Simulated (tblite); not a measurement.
**Run report: C3H7FSi, molecular dynamics**

The run: molecular dynamics of C3H7FSi, SMILES F[SiH2]C1CC1. Method and program: GFN2-xTB Langevin dynamics, gas phase (tblite 0.8.0).

It belongs to a series of runs on one base structure; here: constitutional isomer.

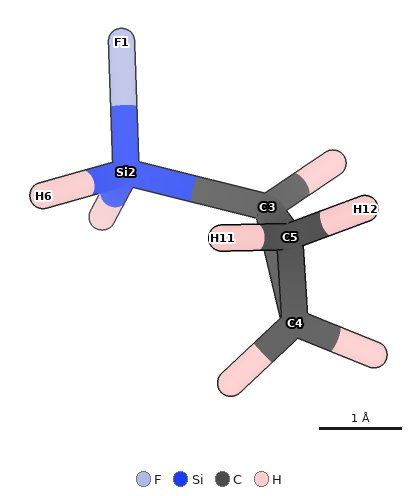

*The starting structure (stick view, seen at a tilt; atoms are numbered from 1 in the order of the input).*

Bond lengths as drawn: C–C 1.49 to 1.51 Å, C–H 1.08 to 1.09 Å, C–Si 1.88 Å, F–Si 1.61 Å and H–Si 1.46 Å.

## Results in brief

- outcome: finished
- mean temperature over the second half: 602 K
- trajectory: 41 frames kept, 1000 fs
- hardware: 1 CPU thread, shared host
- wall time: 8.5 s
- peak memory: 0.18 GiB

## Input
```
{"job": {"kind": "md", "xc": "GFN2-xTB", "basis": "xTB", "temperature": 600, "steps": 2000, "every": 50}, "charge": 0, "multiplicity": 1}
F     -2.331708     1.579394     0.396832
Si    -1.661144     0.129786     0.170611
C      0.108433     0.412150    -0.386930
C      1.038184    -0.756540    -0.572209
C      1.265081     0.193266     0.553214
H     -1.742594    -0.527601     1.467440
H     -2.474196    -0.494377    -0.864818
H      0.246910     1.221570    -1.096661
H      0.670236    -1.744649    -0.338547
H      1.722444    -0.740001    -1.407678
H      1.055670    -0.144688     1.557162
H      2.103882     0.871005     0.495555
```

The first line tells a small driver script what to run in tblite; the rest is the geometry in Å.

Run as:
```bash
OMP_NUM_THREADS=1 python <driver script> task.json out
```

## Output
```
t/fs     T/K      E/eV
    0.0   523.0   -448.71414
   25.0   443.6   -448.21499
   50.0   535.8   -447.97729
   75.0   777.4   -448.21428
  100.0   577.7   -448.22098
  125.0   626.6   -448.19605
  150.0   427.0   -447.94900
  175.0   370.7   -448.00933
  200.0   461.4   -448.16803
  225.0   620.1   -447.97904
  250.0   618.2   -447.89594
  275.0   454.8   -447.56876
  300.0   640.3   -448.07746
  325.0   687.1   -447.92615
  350.0   828.2   -447.97461
  375.0   522.7   -448.07814
  400.0   469.7   -447.65046
  425.0   605.6   -448.06004
  450.0   647.9   -447.96567
  475.0   755.7   -447.98598
  500.0   612.9   -447.63047
  525.0   655.4   -447.76777
  550.0   459.3   -447.68915
  575.0   695.1   -447.92057
  600.0   789.0   -447.89291
  625.0   787.1   -447.89752
  650.0  1000.4   -447.97759
  675.0   742.6   -447.48222
  700.0   706.5   -447.77459
  725.0   692.0   -447.72848
  750.0   736.5   -448.18670
  775.0   468.3   -447.74943
  800.0   415.2   -447.75097
  825.0   542.1   -447.96577
  850.0   557.4   -448.32596
  875.0   521.7   -448.02516
  900.0   496.5   -448.05461
  925.0   468.6   -448.19505
  950.0   384.4   -448.18774
  975.0   490.9   -448.10362
 1000.0   417.9   -447.82322
```

## Trajectory as extended XYZ (Å, eV, eV/Å), 9 of the 41 frames kept, from step=0 to step=40
```
12
Properties=species:S:1:pos:R:3:forces:R:3 step=0 time_fs=0.0 energy=-448.71414 temperature=523.0
F    -2.3317    1.5794    0.3968   -0.0009  -0.0001   0.0011
Si   -1.6611    0.1298    0.1706    0.0017   0.0038  -0.0045
C     0.1084    0.4122   -0.3869    0.0024  -0.0051   0.0012
C     1.0382   -0.7565   -0.5722    0.0030  -0.0005   0.0030
C     1.2651    0.1933    0.5532    0.0012   0.0033   0.0019
H    -1.7426   -0.5276    1.4674   -0.0010   0.0009  -0.0034
H    -2.4742   -0.4944   -0.8648   -0.0031  -0.0035   0.0033
H     0.2469    1.2216   -1.0967    0.0010  -0.0054   0.0057
H     0.6702   -1.7446   -0.3385   -0.0046   0.0016  -0.0056
H     1.7224   -0.7400   -1.4077   -0.0010   0.0029   0.0010
H     1.0557   -0.1447    1.5572   -0.0017   0.0007   0.0004
H     2.1039    0.8710    0.4956    0.0029   0.0014  -0.0040
12
Properties=species:S:1:pos:R:3:forces:R:3 step=5 time_fs=125.0 energy=-448.19605 temperature=626.6
F    -2.9468    1.8107    0.2798    0.7023  -0.3934   0.4183
Si   -2.0122    0.4558    0.3883   -1.5722  -0.3468  -1.4013
C    -0.2502    0.8895   -0.2088   -1.6469   0.1385  -0.4557
C     0.8380   -0.1103   -0.1825    0.3593  -1.3679   0.1799
C     0.8335    1.0480    0.7782    0.4114  -0.4870   0.7769
H    -2.3612   -0.2476    1.6485    0.5211   0.5340  -0.2463
H    -2.8701   -0.2888   -0.6753    0.9858   0.3381   0.6626
H    -0.2289    1.5677   -1.0380   -0.1362   0.3096  -0.4386
H     0.6348   -1.1903    0.0356    0.0251   1.2420   0.5038
H     1.6052   -0.1014   -0.9313    0.1200   0.3438  -0.4634
H     0.4649    0.7975    1.7744    0.8677   0.4319   0.0444
H     1.5902    1.8451    0.6353   -0.6374  -0.7428   0.4194
12
Properties=species:S:1:pos:R:3:forces:R:3 step=10 time_fs=250.0 energy=-447.89594 temperature=618.2
F    -2.9552    2.0936    0.0147    0.7112  -2.2541   0.5131
Si   -2.3399    0.5220    0.4176   -1.3707   0.2923   0.1619
C    -0.5145    0.7216    0.3792   -1.7063   4.7534  -0.9096
C     0.6152   -0.0966    0.4955    2.5728  -1.2289   0.1965
C     0.3740    0.9080    1.5968    0.1065  -0.4212  -0.7828
H    -2.7074    0.2128    1.8459   -0.1858   0.2822  -0.8554
H    -2.6637   -0.5549   -0.5924   -0.2014   0.8218   0.5036
H    -0.3721    1.6323   -0.2747    0.1691  -0.7851   0.2262
H     0.3456   -1.0852    0.7959    0.6074  -0.7636  -0.0871
H     1.4548    0.0447   -0.2001   -0.3824  -0.3786   0.4552
H     0.0516    0.4415    2.4929   -0.2270   0.0485   0.7474
H     0.9617    1.8127    1.7182   -0.0933  -0.3666  -0.1691
12
Properties=species:S:1:pos:R:3:forces:R:3 step=15 time_fs=375.0 energy=-448.07814 temperature=522.7
F    -3.0103    2.3851    0.2324    0.5497  -1.4662   0.5241
Si   -2.6049    0.8347    0.7908    0.8177   1.2286  -0.8272
C    -0.7185    0.4167    0.4743   -1.8040  -1.2481  -1.0761
C    -0.1851   -0.8590    1.2690   -1.6027   0.7408   0.2311
C     0.3851    0.4847    1.4440    0.4520   0.6811   0.2747
H    -2.9426    0.9042    2.1840   -0.0367   0.0397   0.3939
H    -3.5101    0.0279   -0.0107    0.0937  -0.0805  -0.0351
H    -0.5184    0.5756   -0.6463    0.1823  -0.6665   1.6928
H    -0.7967   -1.1543    2.1279   -0.2282   0.0186  -0.4886
H     0.3202   -1.7328    0.9013    0.2842   0.3790  -0.6277
H     0.2178    1.0369    2.3702    0.4041  -0.2414  -0.2672
H     1.3161    0.5715    0.9391    0.8879   0.6148   0.2054
12
Properties=species:S:1:pos:R:3:forces:R:3 step=20 time_fs=500.0 energy=-447.63047 temperature=612.9
F    -2.5549    2.0147    1.2625    0.2387  -0.9648  -0.3084
Si   -2.5493    0.3181    1.0775   -0.5836   2.8394   0.6314
C    -0.7168    0.0081    0.6474   -2.8064   1.2580  -1.0257
C     0.0616   -0.8166    1.4826    2.7736  -2.8979   2.8119
C     0.3131    0.6561    1.5201    2.1833   1.3444  -0.9890
H    -3.0284    0.2533    2.4972    0.3459  -0.7971  -0.6308
H    -3.6365    0.4141    0.0738    0.5057  -0.7027   0.1544
H    -0.5109   -0.1266   -0.3810    0.2119   0.4745  -1.0776
H    -0.4503   -1.2316    2.3661    0.4752   0.1219  -0.2029
H     0.8817   -1.5468    1.1512   -1.2498   1.1952   0.1195
H     0.0943    1.2585    2.4332   -0.0473  -0.6624  -1.1354
H     1.2498    1.1133    0.9017   -2.0472  -1.2087   1.6527
12
Properties=species:S:1:pos:R:3:forces:R:3 step=25 time_fs=625.0 energy=-447.89752 temperature=787.1
F    -3.0015    1.5317    1.7462    0.2299  -0.4291  -0.3027
Si   -2.4638    0.0936    1.1840    0.1787   1.0554  -1.0169
C    -0.7646    0.1633    0.3020   -1.2180  -0.6766   2.6652
C     0.2141   -0.7919    0.9909    0.7824   2.4981  -1.5104
C     0.5191    0.7019    0.8916   -1.3450   0.2233   1.1001
H    -2.3765   -0.6593    2.3858   -0.0365  -0.4186   0.6321
H    -3.4354   -0.3461    0.1761    0.0455   0.0812   0.2407
H    -0.7408   -0.1325   -0.7066   -0.2370   0.5573  -1.2636
H     0.1042   -1.2895    1.9072   -0.1401  -0.2387   0.7214
H     0.7037   -1.2244    0.1851    1.1700  -1.8679  -0.5354
H     0.4267    1.1999    1.9058    0.1566  -0.1869  -1.5992
H     1.1029    1.2064    0.1144    0.4136  -0.5973   0.8686
12
Properties=species:S:1:pos:R:3:forces:R:3 step=30 time_fs=750.0 energy=-448.18670 temperature=736.5
F    -2.7008    1.5852    1.5584   -0.2831  -0.1344  -0.0555
Si   -2.4272    0.0931    1.0254    0.0222  -1.5886  -0.0444
C    -0.7500    0.2649    0.1897    0.6490  -0.6113   0.2147
C     0.4840   -0.6096    0.3857   -0.6373  -0.4206   1.7350
C     0.3767    0.7147    1.0970   -0.1641   0.1002  -0.8398
H    -2.3146   -0.8298    2.2028   -0.0874   0.6359  -0.3710
H    -3.4698   -0.5290    0.1227    0.4674   0.7306   0.4546
H    -0.7800    0.7052   -0.7928    0.0903   0.3733  -0.1355
H     0.3936   -1.5591    1.0104   -0.0614   1.4577  -0.5919
H     1.3055   -0.7245   -0.2668    0.1104   0.0445  -1.2244
H     0.2759    0.6199    2.1354   -0.5779   0.0221   1.2948
H     0.8602    1.6624    0.8705    0.4720  -0.6093  -0.4365
12
Properties=species:S:1:pos:R:3:forces:R:3 step=35 time_fs=875.0 energy=-448.02516 temperature=521.7
F    -2.8261    1.5193    1.7821    0.2991   0.1470   0.2951
Si   -2.3825    0.2773    0.8635   -0.6309  -1.1990   0.7687
C    -0.5400    0.2030    0.4968   -1.7080  -0.5653   0.1664
C     0.2724   -1.0502    0.5637    1.1211   2.1013   1.4911
C     0.2769    0.0111    1.7065    1.0087  -1.2414   0.6115
H    -3.1521   -0.8544    1.5235    0.8264   0.5961  -0.2909
H    -3.0069    0.6274   -0.3338   -0.7871   0.3291  -1.4527
H    -0.2433    0.8932   -0.2655    0.4393   0.5422   0.0409
H    -0.2116   -1.9029    0.9069   -0.5700  -1.4602   0.0255
H     1.2071   -1.1770    0.0254   -0.4798   0.0833  -0.1601
H     0.0096   -0.3368    2.7336   -0.7772   0.3065  -1.2077
H     1.0513    0.7120    1.8583    1.2586   0.3604  -0.2876
12
Properties=species:S:1:pos:R:3:forces:R:3 step=40 time_fs=1000.0 energy=-447.82322 temperature=417.9
F    -3.0224    0.9203    2.3367    0.7275  -0.6902   0.7674
Si   -2.3046    0.1565    1.0672   -2.1518   0.4513  -0.3499
C    -0.4912    0.0323    0.6601    2.3768  -0.8743   1.4655
C     0.3314   -1.2702    0.7691   -0.9800  -0.7923  -0.4739
C     0.5181   -0.3060    1.8667   -1.5078   0.0585  -0.5613
H    -3.0110   -1.2083    1.1611    0.6835   1.0033  -0.0807
H    -2.9565    1.3041    0.3375    0.6222  -0.8547  -0.7182
H    -0.0976    0.7448   -0.0575   -0.0202   0.0095   0.1759
H    -0.3154   -2.1409    1.0180    0.7743   0.4287  -0.3263
H     1.1804   -1.5285    0.1069   -0.8618   0.4480   0.2456
H    -0.0344   -0.6502    2.7799    1.1097   0.9846  -0.5811
H     1.4780    0.2220    1.8934   -0.7723  -0.1724   0.4371
```

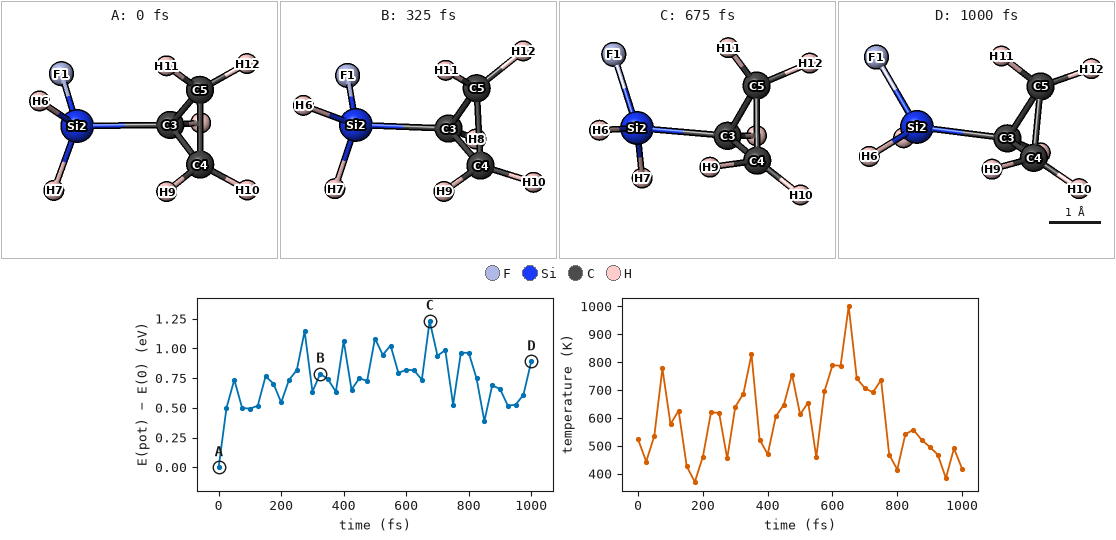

*Frames of the molecular dynamics (ball-and-stick, seen at a tilt) above the curves, on which the letters mark them.*

The trajectory kept here has 41 frames over 1000 fs. The temperature starts at 523 K, ranges from 371 to 1000 K and averages 602 K over the second half. The potential energy ends 0.891 eV above its first value. After an unweighted best fit of the last frame on the first, the root-mean-square displacement is 0.70 Å, and H7 has moved furthest (1.39 Å).
